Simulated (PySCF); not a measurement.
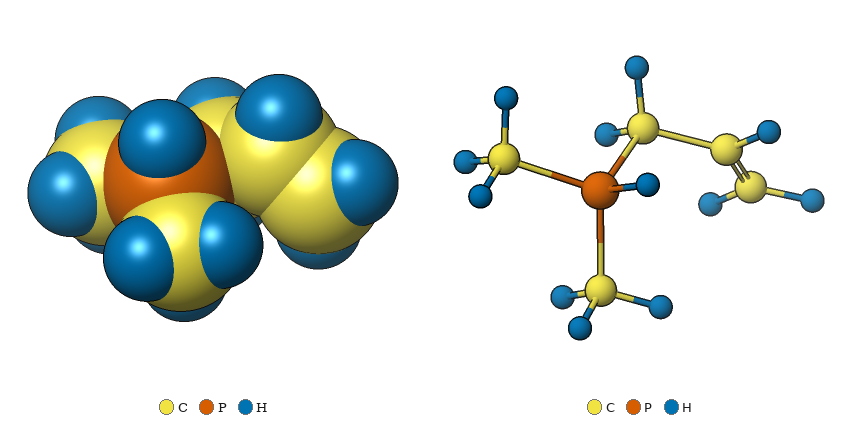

Two views of one molecule.

The species has charge +1 and is a spin singlet.

Describe the molecule.

It has 18 atoms: 5 carbon, 12 hydrogen and 1 phosphorus (C5H12P(+)). SMILES: `C=CC[PH+](C)C`. It has no ring. Among its groups: alkene. This geometry has C1 symmetry. Coordination: 2 C trigonal planar; 3 C tetrahedral; 1 P tetrahedral.

More results for the same structure follow; atom numbers are the same in all pictures, views and colours differ. The computed structure is the end point of a PBE0-D3(BJ)/def2-SVP optimisation. No frequency run is at hand to confirm it as a minimum.

## Excitation

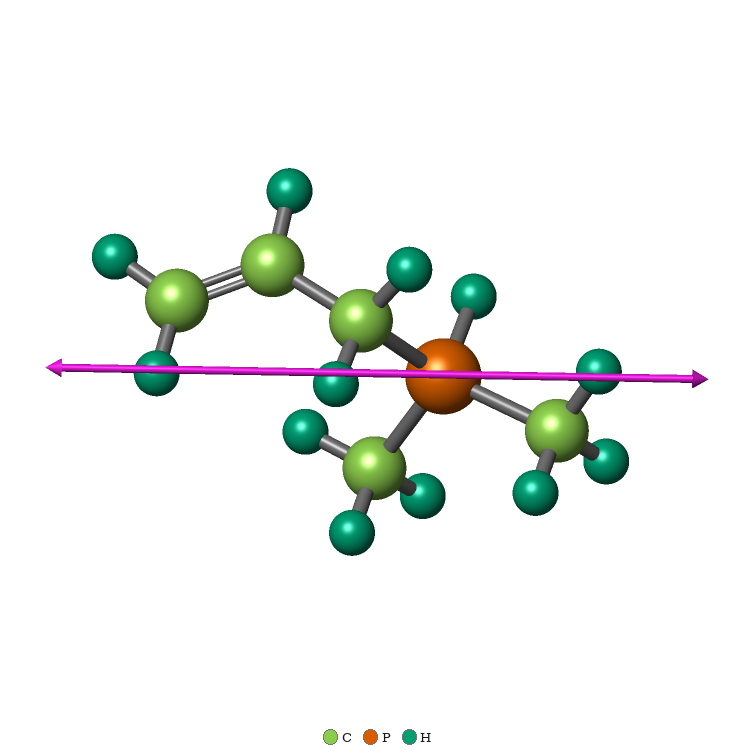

The double arrow shows the direction of the transition dipole to excited singlet state 1 (its length means nothing). No frequency run is at hand to confirm it as a minimum. Properties computed with TDDFT CAM-B3LYP/def2-SVPD, vertical, gas phase, core orbitals frozen in the response (PySCF 2.14.0).

> Give its energy, strength and character.

7.10 eV (175 nm), oscillator strength 0.34, mainly HOMO → LUMO (weight 0.96); transition dipole 3.53 D.

## NMR shielding

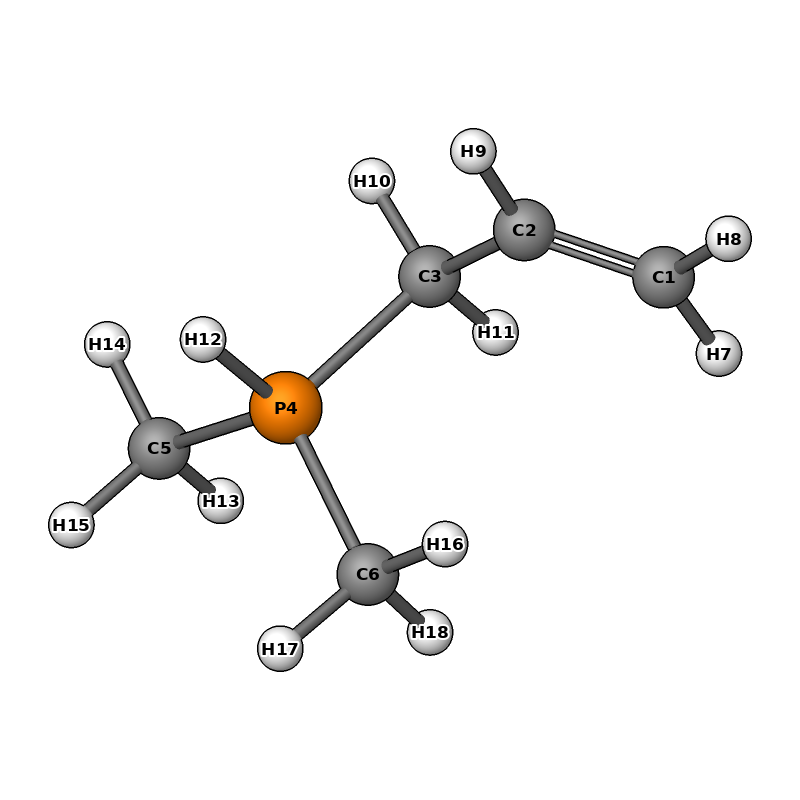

The questions are on isotropic NMR shieldings of the C atoms. No frequency run is at hand to confirm it as a minimum. Properties computed with GIAO PBE0/pcSseg-1 NMR shielding, non-relativistic, gas phase (PySCF 2.14.0).

> Which C atom is the most shielded (lowest chemical shift)?

C6 (181.9 ppm).

> Which C atom is the least shielded (highest chemical shift)?

C1 (40.9 ppm).

> How wide is the range of C shifts?

141.0 ppm.

List the isotropic NMR shieldings of the C atoms.

```
atom  σ (ppm)
  C1     40.9
  C2     57.8
  C3    154.5
  C5    179.0
  C6    181.9
```

## Charges

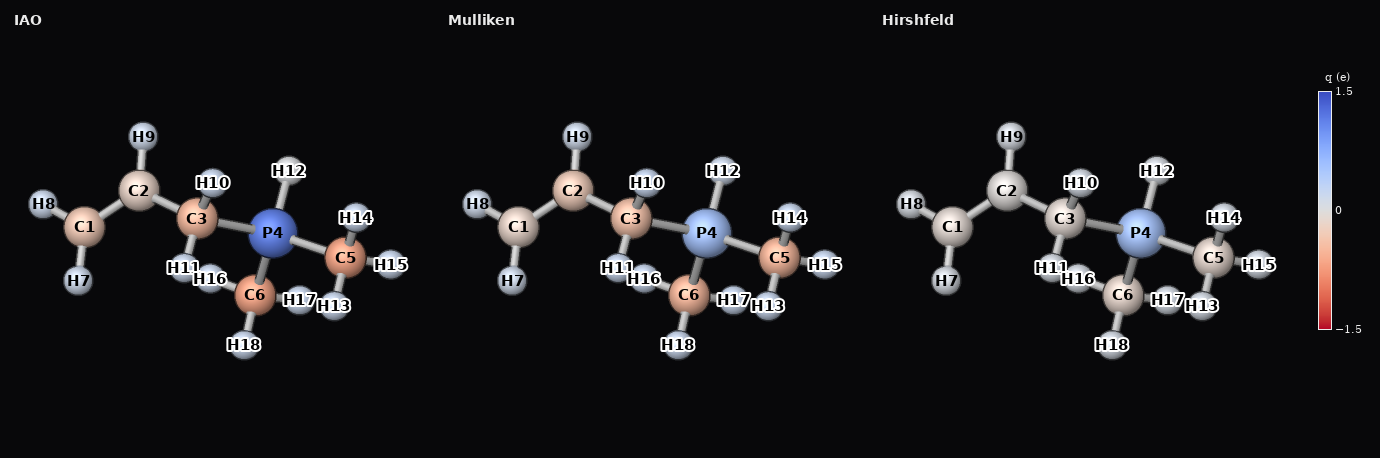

Atomic charges of one calculation by 3 schemes, on one colour scale. No frequency run is at hand to confirm it as a minimum. Computed with PBE0/pcSseg-1 in dichloromethane (IEF-PCM) (PySCF 2.14.0).

> Which scheme gives the most polar picture (largest mean size of the charges)?

The IAO charges are the largest in size here, and the Hirshfeld charges the smallest.

> On which atom do the schemes disagree most?

On P4 (from 0.51 to 1.11 e).

List the charges (e), one line for each set of equivalent atoms.

```tsv
atom	IAO	Mulliken	Hirshfeld
C1	−0.29	−0.15	−0.08
C2	−0.15	−0.27	−0.03
C3	−0.46	−0.38	−0.08
P4	1.11	0.52	0.51
C5	−0.64	−0.48	−0.11
C6	−0.64	−0.48	−0.12
H7	0.16	0.14	0.06
H8	0.17	0.15	0.06
H9	0.16	0.15	0.06
H10	0.19	0.22	0.08
H11	0.19	0.21	0.08
H12	0.03	0.16	0.07
H13	0.19	0.20	0.08
H14	0.20	0.20	0.09
H15	0.20	0.20	0.09
H16	0.20	0.20	0.07
H17	0.20	0.20	0.09
H18	0.19	0.20	0.08
```

Mulliken values depend strongly on the basis set and can even reverse the polarity of a bond.
